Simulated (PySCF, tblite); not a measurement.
# C10H6F3N3: electronic excitations, NMR shifts

Wanted: electronic excitations, NMR shifts for C10H6F3N3 (`CN(C)c1c(F)c(F)c(F)c(C#N)c1C#N`).

Computed with tblite 0.8.0 and PySCF 2.14.0 and routines of our own; the level stands in each step. Atoms count from 0.

## 1. The system as given

22 atoms, charge 0, multiplicity 1; geometry from: force field, distance geometry or constructed start.

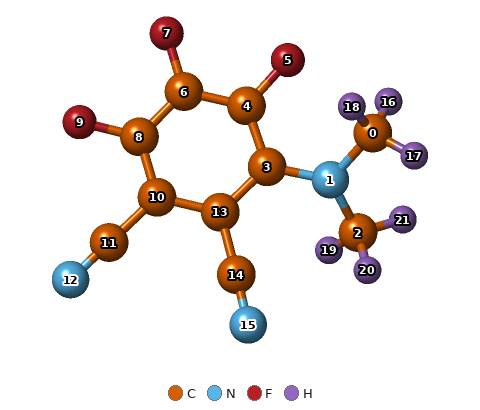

The starting geometry (carbon orange, nitrogen blue, fluorine red, hydrogen purple).

## 2. Relaxing the molecule with GFN2-xTB

What the job is given:

```
{"job": {"kind": "relax", "xc": "GFN2-xTB", "basis": "xTB"}, "charge": 0, "multiplicity": 1}
C     -2.424500    -1.036300     0.407400
N     -1.515900    -0.016800    -0.112100
C     -2.104500     1.048500    -0.901500
C     -0.135700    -0.229300    -0.098700
C      0.396300    -1.533600    -0.275700
F     -0.425900    -2.575400    -0.494500
C      1.764500    -1.779000    -0.287300
F      2.222000    -3.024100    -0.475100
C      2.659500    -0.744600    -0.097700
F      3.970100    -1.000000    -0.107000
C      2.192900     0.552600     0.104300
C      3.158800     1.590500     0.309300
N      3.934900     2.438700     0.475800
C      0.808300     0.811900     0.114100
C      0.364300     2.157100     0.405700
N      0.030000     3.241700     0.631500
H     -2.660500    -1.775400    -0.360500
H     -3.373600    -0.573800     0.717900
H     -2.018900    -1.536900     1.293100
H     -1.429000     1.415100    -1.679900
H     -2.408000     1.888400    -0.257300
H     -3.011700     0.692400    -1.412800
```

Command:

```
> OMP_NUM_THREADS=1 python large_run.py task.json out
```

One launch serves the whole session: the jobs run in the order shown.

Output:

```text
step      E/eV     max force
  0   -1288.08359    2.202
  1   -1288.02942    6.005
  2   -1288.15544    0.636
  3   -1288.17205    0.905
  4   -1288.18486    1.240
  5   -1288.21044    0.481
  6   -1288.21914    0.180
  7   -1288.22426    0.207
  8   -1288.22777    0.148
  9   -1288.23111    0.144
 10   -1288.23380    0.126
 11   -1288.23653    0.127
 12   -1288.23988    0.143
 13   -1288.24397    0.168
 14   -1288.24822    0.159
 15   -1288.25229    0.130
 16   -1288.25663    0.213
 17   -1288.26211    0.283
 18   -1288.26852    0.277
 19   -1288.27415    0.180
 20   -1288.27803    0.114
 21   -1288.28047    0.093
 22   -1288.28148    0.119
 23   -1288.28198    0.591
 24   -1288.28416    0.154
 25   -1288.28479    0.095
 26   -1288.28575    0.238
 27   -1288.28621    0.336
 28   -1288.28714    0.084
 29   -1288.28795    0.103
 30   -1288.28883    0.172
 31   -1288.28975    0.145
 32   -1288.29089    0.108
 33   -1288.29220    0.084
 34   -1288.29332    0.142
 35   -1288.29409    0.114
 36   -1288.29480    0.063
 37   -1288.29577    0.105
 38   -1288.29688    0.118
 39   -1288.29776    0.105
 40   -1288.29843    0.068
 41   -1288.29930    0.102
 42   -1288.30060    0.180
 43   -1288.30230    0.210
 44   -1288.30389    0.150
 45   -1288.30503    0.075
 46   -1288.30597    0.088
 47   -1288.30711    0.144
 48   -1288.30836    0.152
 49   -1288.30928    0.100
 50   -1288.30982    0.037
 51   -1288.31014    0.054
 52   -1288.31038    0.057
 53   -1288.31058    0.041
 54   -1288.31072    0.020
 55   -1288.31082    0.036
 56   -1288.31092    0.041
 57   -1288.31103    0.026
 58   -1288.31116    0.023
 59   -1288.31129    0.035
 60   -1288.31144    0.052
 61   -1288.31157    0.046
 62   -1288.31168    0.024
 63   -1288.31177    0.022
 64   -1288.31185    0.025
 65   -1288.31191    0.024
 66   -1288.31197    0.017
```

Wall time 0.81 s (1 thread of Arm Neoverse V1, shared host); peak memory 0.18 GiB.

The steps of the relaxation: (the energy doesn't fall at every step)

```csv
step,energy from step 0 (eV),largest force (eV/Å)
0,0.0000,2.2024
1,0.0542,6.0050
2,-0.0719,0.6358
3,-0.0885,0.9049
4,-0.1013,1.2408
5,-0.1269,0.4804
6,-0.1355,0.1790
7,-0.1407,0.2073
8,-0.1442,0.1476
12,-0.1563,0.1438
17,-0.1785,0.2831
22,-0.1979,0.1194
27,-0.2026,0.3356
32,-0.2073,0.1082
37,-0.2122,0.1055
42,-0.2170,0.1801
47,-0.2235,0.1433
52,-0.2268,0.0563
57,-0.2274,0.0258
62,-0.2281,0.0233
63,-0.2282,0.0220
64,-0.2283,0.0260
65,-0.2283,0.0242
66,-0.2284,0.0165
```

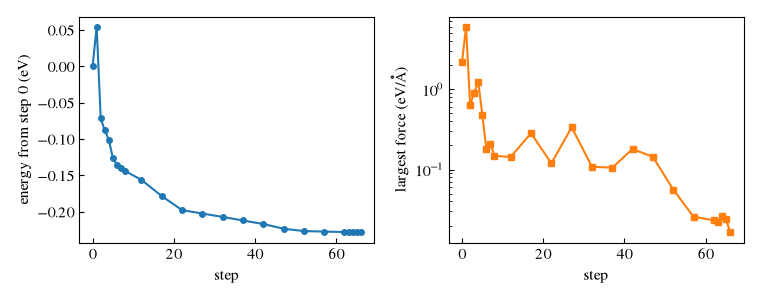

Energy and force, step by step.

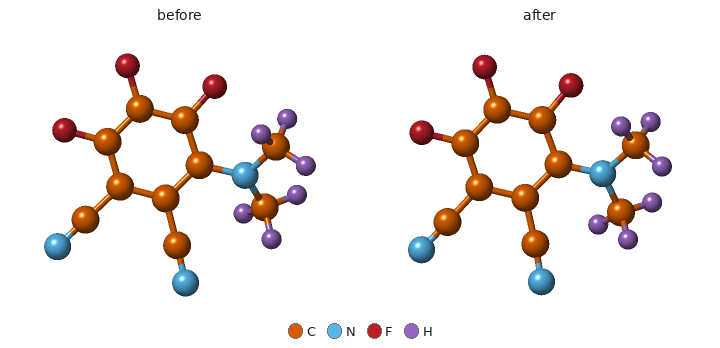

The geometry before (left) and after (right).

Close pairs (by a distance rule), those that changed most:

```csv
bond,before (Å),after (Å),change (Å)
N1–C3,1.397,1.353,-0.044
C13–C14,1.446,1.413,-0.033
C11–N12,1.162,1.144,-0.018
C0–N1,1.461,1.446,-0.015
C10–C11,1.433,1.418,-0.015
C6–C8,1.381,1.394,+0.013
C0–H17,1.101,1.090,-0.010
C14–N15,1.157,1.147,-0.010
```

The end geometry stands in the next job.

## 3. Electronic excitations: TDDFT PBE0/6-31G*

What the job is given:

```
{"job": {"kind": "uv", "basis": "6-31G*", "grid": 1, "kgrid": 0, "vcut": 1.5, "nstates": 6, "ntriplets": 2, "tda": false, "delta": [], "pop": true, "xc": "PBE0"}, "charge": 0, "multiplicity": 1}
C     -2.453335    -1.084669     0.216173
N     -1.488209    -0.084449    -0.181138
C     -2.067441     1.135654    -0.689177
C     -0.152017    -0.286927    -0.116938
C      0.414262    -1.582156    -0.188282
F     -0.372931    -2.659352    -0.369810
C      1.777551    -1.810963    -0.129612
F      2.235243    -3.062743    -0.208982
C      2.670229    -0.745353    -0.026815
F      3.986774    -0.975995     0.001927
C      2.168088     0.546946     0.039639
C      3.053722     1.648678     0.147385
N      3.778106     2.530822     0.225056
C      0.778540     0.775882     0.015445
C      0.380175     2.115006     0.225231
N      0.115340     3.208345     0.449682
H     -2.802224    -1.675136    -0.635310
H     -3.306295    -0.573001     0.662267
H     -2.035193    -1.754859     0.962792
H     -1.363612     1.664477    -1.327867
H     -2.381298     1.805374     0.115389
H     -2.941720     0.876052    -1.288250
```

Level: TDDFT PBE0/6-31G*, vertical, gas phase, core orbitals frozen in the response, virtual orbitals cut by energy.

Output:

```text
start: PBE on a coarse grid of 20088 points
cycle   1  E = -847.3383820791  dE =  2.703e+00  |g| = 9.645e-01  |ddm| = 5.797e+00
cycle   2  E = -846.1003330184  dE =  1.238e+00  |g| = 2.530e+00  |ddm| = 4.066e+00
cycle   3  E = -847.4623422145  dE = -1.362e+00  |g| = 5.505e-01  |ddm| = 3.240e+00
cycle   4  E = -847.5217388512  dE = -5.940e-02  |g| = 2.383e-01  |ddm| = 6.444e-01
cycle   5  E = -847.5323775738  dE = -1.064e-02  |g| = 9.387e-02  |ddm| = 3.218e-01
cycle   6  E = -847.5345960594  dE = -2.218e-03  |g| = 3.091e-02  |ddm| = 1.359e-01
cycle   7  E = -847.5348244648  dE = -2.284e-04  |g| = 1.003e-02  |ddm| = 4.886e-02
cycle   8  E = -847.5348509837  dE = -2.652e-05  |g| = 2.538e-03  |ddm| = 1.310e-02
final grid: 90922 points
cycle   9  E = -847.4371584832  dE = -7.284e-03  |g| = 9.552e-02  |ddm| = 7.258e-01
cycle  10  E = -847.4333860015  dE =  3.772e-03  |g| = 1.695e-01  |ddm| = 2.479e-01
cycle  11  E = -847.4388714087  dE = -5.485e-03  |g| = 3.315e-02  |ddm| = 1.720e-01
cycle  12  E = -847.4390852146  dE = -2.138e-04  |g| = 1.055e-02  |ddm| = 3.753e-02
cycle  13  E = -847.4391106268  dE = -2.541e-05  |g| = 1.539e-03  |ddm| = 9.990e-03
cycle  14  E = -847.4391097324  dE =  8.945e-07  |g| = 1.048e-03  |ddm| = 2.812e-03
cycle  15  E = -847.4391128071  dE = -3.075e-06  |g| = 1.948e-04  |ddm| = 1.310e-03
cycle  16  E = -847.4391123914  dE =  4.157e-07  |g| = 6.676e-05  |ddm| = 2.478e-04
converged SCF energy = -847.4391123914

Static polarisability (au): isotropic 120.994, principal 54.891 144.693 163.399

Singlet excitations
state   eV       nm        f      main configurations
  1   3.6081    343.6   0.08075   H->L 0.96
  2   4.8239    257.0   0.09929   H->L+1 0.82, H-1->L 0.15
  3   5.3801    230.4   0.46356   H-1->L 0.79, H->L+1 0.13
  4   5.5958    221.6   0.00367   H-2->L 0.59, H-1->L+1 0.35
  5   5.6482    219.5   0.03299   H->L+2 0.89
  6   5.9560    208.2   0.00211   H->L+3 0.87

Triplet excitations (Tamm-Dancoff, eV): 2.7731 3.3356
```

It took 23 s on 1 thread of Arm Neoverse V1, shared host; peak memory 0.51 GiB.

The orbitals next to the gap, with their largest atomic shares:

```csv
orbital,eV,atoms
HOMO−4,-9.98,"N12 26 %, C11 21 %, N15 15 %"
HOMO−3,-9.67,"N15 34 %, C14 25 %, N12 18 %"
HOMO−2,-8.91,"N1 15 %, C8 15 %, N12 12 %"
HOMO−1,-7.93,"C6 16 %, C13 16 %, C4 15 %"
HOMO,-6.56,"N1 36 %, C8 12 %, C13 11 %"
LUMO,-2.18,"C10 18 %, C13 16 %, C4 14 %"
LUMO+1,-1.10,"C3 26 %, C8 23 %, C6 8 %"
LUMO+2,0.30,"N12 16 %, C11 14 %, N15 13 %"
LUMO+3,0.70,"C14 24 %, N15 24 %, C8 11 %"
```

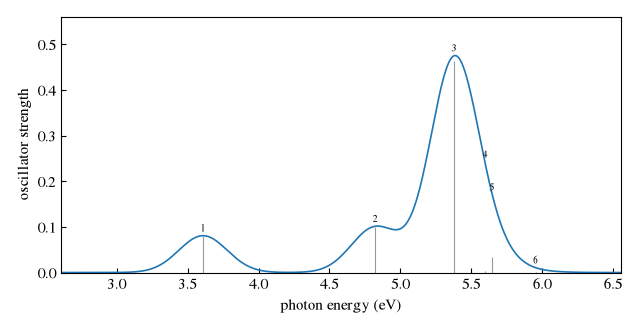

Absorption spectrum from the 6 singlet states computed; above the last one it falls off for lack of states. Lines are broadened to a width of 0.40 eV (Gaussian).

Ground-state properties from the same run:

```csv
property,computed
dipole moment (D),6.94
polarisability (Å³),17.93
HOMO–LUMO gap (eV),4.38
−ε(HOMO) (eV),6.56
```

## 4. NMR shifts: GIAO PBE0/pcSseg-1

Settings changed since step 3:

```diff
@@ -1,2 +1,2 @@
-{"job": {"kind": "uv", "basis": "6-31G*", "grid": 1, "kgrid": 0, "vcut": 1.5, "nstates": 6, "ntriplets": 2, "tda": false, "delta": [], "pop": true, "xc": "PBE0"}, "charge": 0, "multiplicity": 1}
+{"job": {"kind": "nmr", "xc": "PBE0", "basis": "pcSseg-1", "pop": false}, "charge": 0, "multiplicity": 1}
 C     -2.453335    -1.084669     0.216173
```

With the program's defaults for keys left out, this is: GIAO PBE0/pcSseg-1 NMR shielding, non-relativistic, gas phase.

Output:

```text
start: PBE on a coarse grid of 20088 points
cycle   1  E = -847.0417809210  dE =  2.666e+00  |g| = 9.307e-01  |ddm| = 5.292e+00
cycle   2  E = -845.8895129157  dE =  1.152e+00  |g| = 2.435e+00  |ddm| = 4.096e+00
cycle   3  E = -847.1528740295  dE = -1.263e+00  |g| = 5.424e-01  |ddm| = 3.210e+00
cycle   4  E = -847.2086463298  dE = -5.577e-02  |g| = 2.307e-01  |ddm| = 6.093e-01
cycle   5  E = -847.2179566325  dE = -9.310e-03  |g| = 1.009e-01  |ddm| = 3.098e-01
cycle   6  E = -847.2205360106  dE = -2.579e-03  |g| = 3.090e-02  |ddm| = 1.339e-01
cycle   7  E = -847.2207339693  dE = -1.980e-04  |g| = 1.052e-02  |ddm| = 4.630e-02
cycle   8  E = -847.2207623570  dE = -2.839e-05  |g| = 2.700e-03  |ddm| = 1.428e-02
final grid: 193839 points
cycle   9  E = -847.3612598712  dE = -9.921e-03  |g| = 9.335e-02  |ddm| = 5.065e-01
cycle  10  E = -847.3580028528  dE =  3.257e-03  |g| = 1.639e-01  |ddm| = 2.480e-01
cycle  11  E = -847.3628730573  dE = -4.870e-03  |g| = 3.166e-02  |ddm| = 1.694e-01
cycle  12  E = -847.3630464998  dE = -1.734e-04  |g| = 1.355e-02  |ddm| = 3.520e-02
cycle  13  E = -847.3630850233  dE = -3.852e-05  |g| = 1.730e-03  |ddm| = 1.229e-02
cycle  14  E = -847.3630840884  dE =  9.349e-07  |g| = 1.024e-03  |ddm| = 2.751e-03
cycle  15  E = -847.3630832688  dE =  8.196e-07  |g| = 2.151e-04  |ddm| = 1.320e-03
cycle  16  E = -847.3630864261  dE = -3.157e-06  |g| = 7.464e-05  |ddm| = 3.099e-04
converged SCF energy = -847.3630864261

GIAO shielding tensors (ppm)
atom      isotropic    diamagn.    paramagn.     s11        s22        s33       span
  0 C      144.202     244.753    -100.551    121.697    128.943    181.968     60.271
  1 N      196.877     332.476    -135.599    144.550    211.331    234.750     90.201
  2 C      141.317     247.577    -106.260    120.116    128.224    175.612     55.496
  3 C       40.454     251.311    -210.858    -14.017      2.141    133.238    147.256
  4 C       32.590     251.312    -218.722     -9.538     18.208     89.101     98.639
  5 F      323.285     475.123    -151.838    252.992    279.550    437.312    184.320
  6 C       31.892     257.435    -225.543    -11.984     12.372     95.288    107.272
  7 F      328.446     473.330    -144.885    263.535    265.643    456.158    192.623
  8 C       31.328     251.126    -219.798    -24.448     23.903     94.529    118.977
  9 F      315.831     469.062    -153.231    246.165    282.739    418.590    172.425
 10 C       76.549     256.476    -179.927     -2.491     77.838    154.301    156.792
 11 C       70.881     255.478    -184.597    -43.112    -38.403    294.158    337.271
 12 N      -74.833     339.107    -413.940   -239.144   -205.212    219.858    459.002
 13 C       86.655     256.524    -169.870     15.354     85.774    158.837    143.483
 14 C       65.444     260.537    -195.093    -54.079    -40.410    290.822    344.901
 15 N      -74.237     342.118    -416.355   -241.490   -179.869    198.648    440.138
 16 H       28.191      28.674      -0.484     23.802     26.129     34.641     10.839
 17 H       28.943      29.072      -0.128     24.096     27.233     35.501     11.405
 18 H       28.418      30.104      -1.686     23.446     28.278     33.531     10.085
 19 H       28.072      31.357      -3.285     22.886     28.528     32.803      9.917
 20 H       27.875      31.016      -3.141     23.484     26.399     33.742     10.258
 21 H       28.767      29.575      -0.808     23.971     27.258     35.071     11.100
```

Run time: 34 s. Hardware: 1 thread of Arm Neoverse V1, shared host; peak memory 0.68 GiB.

The references, computed at this level on geometries of the same kind, shield at (ppm): ¹H TMS 31.72, ¹³C TMS 186.9, ¹⁹F CFCl3 170.9, ¹⁵N NH3 267.7. Their shielding less the atom's gives the shift. The references are single molecules in the gas phase, so shifts against H2O, NH3, PH3, H3PO4 or CFCl3 are not on the usual liquid scales and can be off by tens of ppm. Atoms listed in one row are averaged.

```csv
atoms,environment,σ (ppm),δ (ppm),δ scaled to CDCl3
C8,aromatic carbon bearing fluorine,31.3,155.6,149.9
C6,aromatic carbon bearing fluorine,31.9,155.0,149.4
C4,aromatic carbon bearing fluorine,32.6,154.3,148.7
C3,aromatic carbon bearing nitrogen,40.5,146.5,141.0
C14,nitrile carbon,65.4,121.5,116.7
C11,nitrile carbon,70.9,116.0,111.3
C10,substituted aromatic carbon,76.5,110.4,105.8
C13,substituted aromatic carbon,86.7,100.3,95.9
"C0, C2",methyl carbon bonded to N,142.8,44.2,41.2
"H16, H17, H18, H19, H20, H21",hydrogen on a methyl carbon bonded to N,28.38,3.34,3.25
N12,nitrile nitrogen,-74.8,342.6,–
N15,nitrile nitrogen,-74.2,342.0,–
N1,aniline-type nitrogen,196.9,70.9,–
F9,aryl fluorine,315.8,-144.9,–
F5,aryl fluorine,323.3,-152.3,–
F7,aryl fluorine,328.4,-157.5,–
```

The scaled column applies a straight-line fit of computed shieldings to shifts measured in CDCl3, and one for carbons that bear F (root-mean-square error 0.16 ppm for H, 1.9 ppm for C).

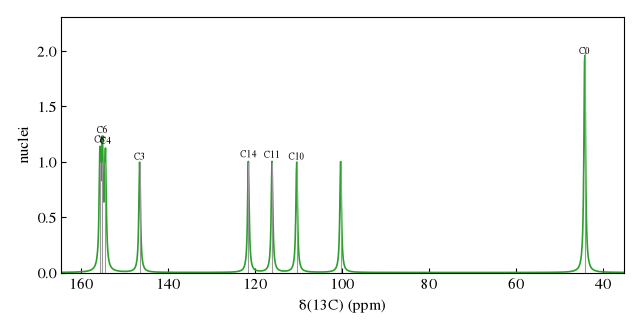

¹³C lines at the computed shifts, without couplings. Lines are broadened to a width of 0.45 ppm (Lorentzian).

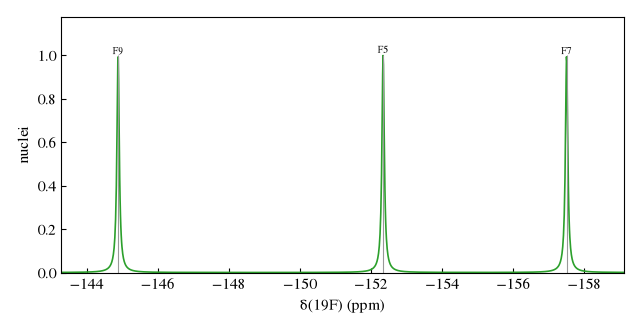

¹⁹F lines at the computed shifts, without couplings. Lines are broadened to a width of 0.08 ppm (Lorentzian).

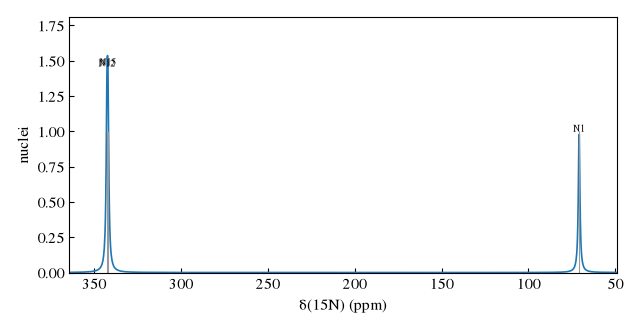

¹⁵N lines at the computed shifts, without couplings. Lines are broadened to a width of 1 ppm (Lorentzian).

Ring of atoms C3, C4, C6, C8, C10, C13: NICS(0) -13.0, NICS(1) -10.1, NICS(1)zz -18.5 ppm (means of both faces).

## 5. Results

| quantity | value |
| --- | --- |
| lowest singlet (PBE0/6-31G*) | 3.61 eV (344 nm), f = 0.081 |
| brightest single state of those computed | state 3, 5.38 eV, f = 0.464 |
| lowest triplet | 2.77 eV |
| ¹³C shifts against TMS (PBE0/pcSseg-1, means over atoms taken as alike) | 155.6, 155.0, 154.3, 146.5, 121.5, 116.0, 110.4, 100.3, 44.2 ppm |
| ¹H shifts against TMS (PBE0/pcSseg-1, means over atoms taken as alike) | 3.34 ppm |
| ¹⁵N shifts against NH3 (PBE0/pcSseg-1) | 342.6, 342.0, 70.9 ppm |
| ¹⁹F shifts against CFCl3 (PBE0/pcSseg-1) | -144.9, -152.3, -157.5 ppm |

The lowest singlet, at 3.61 eV, is HOMO→LUMO 0.96 and is bright; of the 6 states computed, the strongest absorption comes from state 3 at 5.38 eV. The lowest triplet lies 0.83 eV below the lowest singlet (triplets in Tamm-Dancoff, singlets in full TDDFT). NICS(1)zz of -19 ppm above the planar ring from C3 marks a diatropic (aromatic) ring current.
